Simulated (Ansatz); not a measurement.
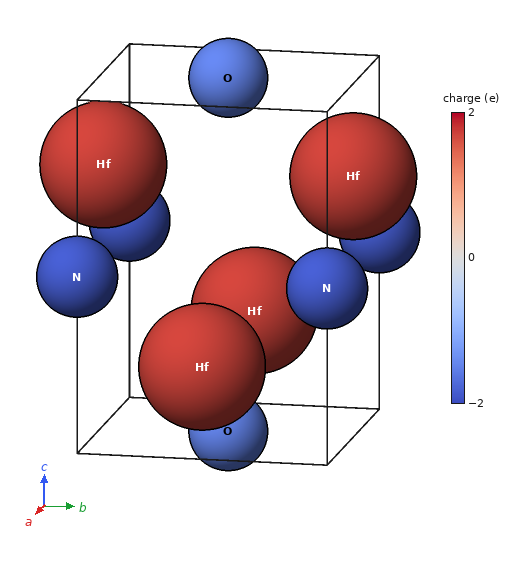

A spheres-only picture of a crystal structure, seen slightly off an axis. The simulation cell is outlined; an atom on or near a face, edge or corner is repeated at each equivalent position. The atoms of this Hf₂NO cell are coloured by their Bader charge.

The numbers come from DFT PBE, scalar-relativistic, plane waves, PAW in Ansatz 0.2.0, using 420 eV cutoff, k-points on a 14×14×10 grid, Gaussian smearing of 0.1 eV, no spin polarisation.

Question: Summarise the charge transfer.

Answer: Most positive: Hf; most negative: N. Charges: about Hf +1.7 e; N -1.8 e; O -1.5 e.

Provenance: a structure type filled with these elements by a generator (whether the compound takes this form wasn't checked). Earlier steps of the study may have refined or changed the cell and positions. It went into a calculation with Ansatz.
